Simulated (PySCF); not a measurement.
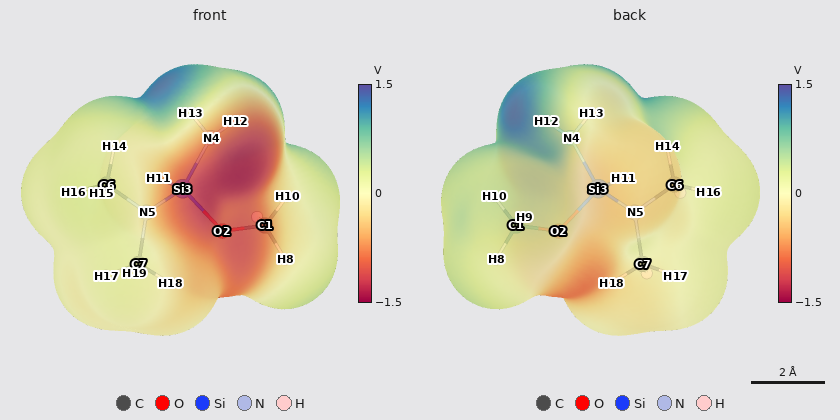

Figure. C₃H₁₂N₂OSi. The molecular electrostatic potential painted on the density surface at 0.001 e/bohr³, seen from the front and from behind; the colour scale runs from red (negative) to blue (positive).

Geometry: GFN2-xTB.

Method: CAM-B3LYP/def2-SVPD, SCF density, gas phase (PySCF 2.14.0).

```yaml
atoms:
  - { symbol: C, position_ang: [2.5565, -1.3132, 0.5058] }
  - { symbol: O, position_ang: [1.1890, -1.0692, 0.4596] }
  - { symbol: Si, position_ang: [0.4833, 0.1751, -0.3092] }
  - { symbol: N, position_ang: [1.2016, 1.6710, 0.1734] }
  - { symbol: N, position_ang: [-1.1215, 0.1648, 0.2832] }
  - { symbol: C, position_ang: [-2.0587, 1.1477, -0.1838] }
  - { symbol: C, position_ang: [-1.7691, -1.0480, 0.7147] }
  - { symbol: H, position_ang: [2.7271, -2.1772, 1.1499] }
  - { symbol: H, position_ang: [2.9479, -1.5286, -0.4925] }
  - { symbol: H, position_ang: [3.0940, -0.4523, 0.9102] }
  - { symbol: H, position_ang: [0.6125, -0.0557, -1.7657] }
  - { symbol: H, position_ang: [2.1768, 1.8164, -0.0286] }
  - { symbol: H, position_ang: [0.6988, 2.5284, 0.0228] }
  - { symbol: H, position_ang: [-1.5309, 2.0489, -0.4801] }
  - { symbol: H, position_ang: [-2.7660, 1.3998, 0.6120] }
  - { symbol: H, position_ang: [-2.6344, 0.7872, -1.0470] }
  - { symbol: H, position_ang: [-2.3514, -1.5077, -0.0942] }
  - { symbol: H, position_ang: [-1.0148, -1.7509, 1.0507] }
  - { symbol: H, position_ang: [-2.4504, -0.8274, 1.5417] }
```

Q: Which sites attract a positive test charge, and which a negative one?

A: A positive charge is drawn to the negative regions and a negative charge to the positive ones. The most negative region (about −1.4 V) lies over N4, the most positive (about +1.3 V) over H12 and H13. N4 is the likeliest acceptor of a hydrogen bond.

Q: What dipole moment does the calculation give?

A: Its dipole moment is 1.42 D.
